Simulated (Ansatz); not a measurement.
# BOF (SMILES O=BF): PBE/cc-pVTZ

Aim: the electronic atomisation energy of BOF at PBE/cc-pVTZ, from 4 runs. 

The calculation is run with Ansatz 0.2.0.

54 further runs of the same task are left out: 9 that didn't finish, 45 set aside as unsound or not needed.

**1. The molecule**

BOF has 3 atoms, charge 0, and is taken as a singlet. SMILES: `O=BF`. The coordinates come from a PBE0-D4/def2-TZVP relaxation.

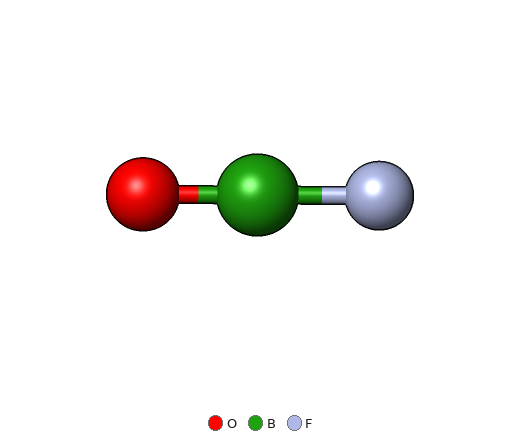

The structure, seen from a chosen angle (oxygen red, boron green, fluorine light blue).

**2. A single-point energy at PBE/cc-pVTZ**

The input, molecule.yaml:

```yaml
crystal:
  periodic: [false, false, false]
  atoms:
    - {symbol: O, position_ang: [0.983100, -0.565100, 0.479900]}
    - {symbol: B, position_ang: [0.020300, -0.011600, 0.009900]}
    - {symbol: F, position_ang: [-1.003400, 0.576800, -0.489800]}
basis:
  gaussian:
    orbitals: cc-pVTZ
hamiltonian:
  xc: pbe
accuracy: high
output:
  orbitals: {seedname: orbitals}
```

Started as:

```console
$ ansatz run molecule.yaml --threads 1 --pin off --max-ram 3480MiB --events-out events.jsonl --progress --plain --runs-dir runs
```

What it wrote:

```text
Warning: RAYON_NUM_THREADS=1 ignored (pool sized by the plan → 1); use --threads N
Functional definition: PBE
  name "PBE"
  parameter kappa = 0.804
  parameter beta = 0.06672455060314922
  exchange = pbe_x(kappa = kappa, mu = beta*pi^2/3)
  correlation = pbe_c(beta = beta)
1344 factors; integrals over basis functions are off by at most 2.7e-9 eV
mean field evaluation 1: about -5431.7177 eV, gradient 6.7e1 eV
mean field evaluation 2: about -5367.1080 eV, gradient 1.8e2 eV
mean field evaluation 4: about -5438.3724 eV, gradient 1.8e1 eV
mean field evaluation 8: about -5438.7797 eV, gradient 1.5e-1 eV
mean field evaluation 16: about -5438.7797 eV, gradient 4.7e-7 eV
mean field -5438.77970022 eV, -199.8714674458 hartree, gradient 1.3e-8 eV, S^2 0.000000; 0 other end points of the search recorded, 0 dependent functions left out
reference -5438.77970310 eV, -199.8714675516 hartree; 11, 11 occupied and 79, 79 virtual orbitals, 1344 factors
Total energy: -5438.77970310 eV, -199.8714675516 hartree
```

It took 2.4 s on 1 thread of Arm Neoverse V2, shared host; peak memory 0.15 GiB.

**3. The B atom at the same level**

The input, in.yaml:

```yaml
crystal:
  periodic: [false, false, false]
  atoms:
    - symbol: B
      position_ang: [0.000000, 0.000000, 0.000000]
basis:
  gaussian: {orbitals: cc-pVTZ}
magnetization: {spin_polarized: true, initial_magnetization: 1}
hamiltonian: {xc: pbe}
accuracy: high
```

Run the same way, it converges to -24.60986 Eh (log not shown).

**4. The F atom, same level**

The input, in.yaml:

```yaml
crystal:
  periodic: [false, false, false]
  atoms:
    - {symbol: F, position_ang: [0.000000, 0.000000, 0.000000]}
basis:
  gaussian: {orbitals: cc-pVTZ}
magnetization: {spin_polarized: true, initial_magnetization: 1}
hamiltonian: {xc: {name: PBE}}
accuracy: high
```

Run the same way, it converges to -99.66135 Eh (log not shown).

**5. The O atom**

The input, job.yaml:

```yaml
crystal:
  periodic: [false, false, false]
  atoms:
    - {symbol: O, position_ang: [0.000000, 0.000000, 0.000000]}
basis:
  gaussian: {orbitals: cc-pVTZ}
magnetization: {spin_polarized: true, initial_magnetization: 2}
hamiltonian: {xc: {name: PBE}}
accuracy: high
```

Run the same way, it converges to -75.00491 Eh (log not shown).

**6. Outcome**

At PBE/cc-pVTZ:

| quantity | value |
| --- | --- |
| molecule: total energy | -199.87147 Eh |
| molecule: HOMO energy | -8.58 eV |
| molecule: LUMO energy | -1.00 eV |
| molecule: HOMO–LUMO gap | 7.58 eV |
| B atom: total energy | -24.60986 Eh |
| B atom: ⟨S²⟩ | 0.753 |
| F atom: total energy | -99.66135 Eh |
| F atom: ⟨S²⟩ | 0.751 |
| O atom: total energy | -75.00491 Eh |
| O atom: ⟨S²⟩ | 2.002 |
| electronic atomisation energy | 16.200 eV |

In words: Taking the molecule apart into free atoms costs 16.20 eV (374 kcal/mol), before zero-point energy and without spin-orbit coupling.
